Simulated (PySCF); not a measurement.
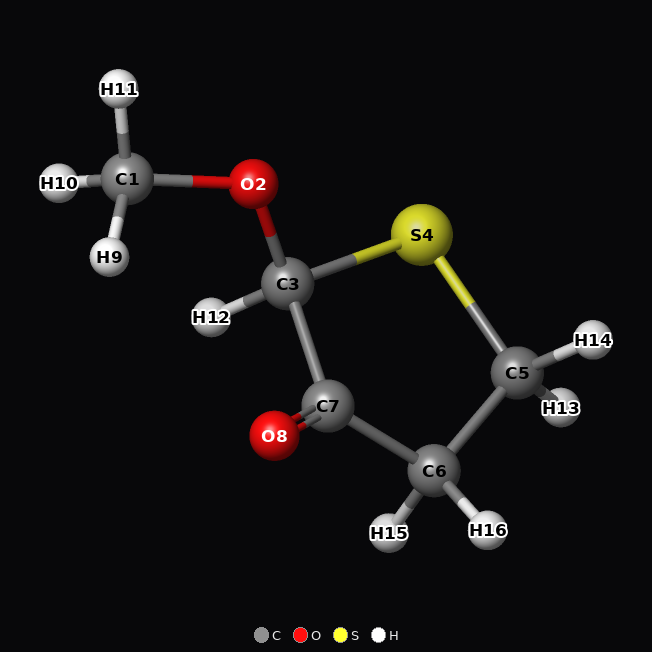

The species has charge +1 and is a spin doublet. Computed geometry: GFN2-xTB optimisation. No frequency run is at hand to confirm it as a minimum. Computed with UKS B3LYP, pcH-1 on C H O S, non-relativistic (PySCF 2.14.0). Fermi-contact and spin-dipolar terms alone, no spin-orbit part.

**Which nucleus has the largest dipolar (anisotropic) hyperfine coupling?**

33S at S4: principal values −48.9, −46.4, 95.3 MHz.

List the isotropic and dipolar parts for the most strongly coupled nuclei, one of each equivalent set.

```
atom  isotope  a_iso (MHz)  dipolar part (MHz)
  S4      33S         14.5  −48.9, −46.4, 95.3
  O2      17O        −29.7   −62.0, 30.6, 31.4
  O8      17O        −10.4   −52.4, 24.7, 27.7
  C3      13C        −23.6   −10.1, −7.9, 18.0
  C7      13C         −9.2   −10.6, −4.6, 15.2
  C6      13C         27.9    −5.9, −4.7, 10.6
 H12       1H        111.1     −5.3, −3.1, 8.5
 H13       1H         70.4     −3.9, −2.2, 6.1
```
